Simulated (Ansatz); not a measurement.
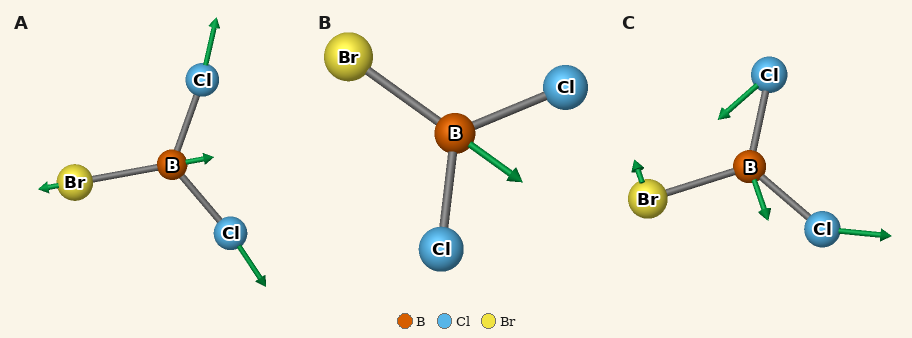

3 normal modes of one molecule or complex, as arrows. Harmonic vibrations computed with RKS PBE0-D4/def2-TZVP (Ansatz 0.2.0) at a stationary point of the same level.

Question: Match the panels to the wavenumbers 209 cm⁻¹, 414 cm⁻¹, 896 cm⁻¹.

Answer: A: 414 cm⁻¹
B: 896 cm⁻¹
C: 209 cm⁻¹, Br–B–Cl bending
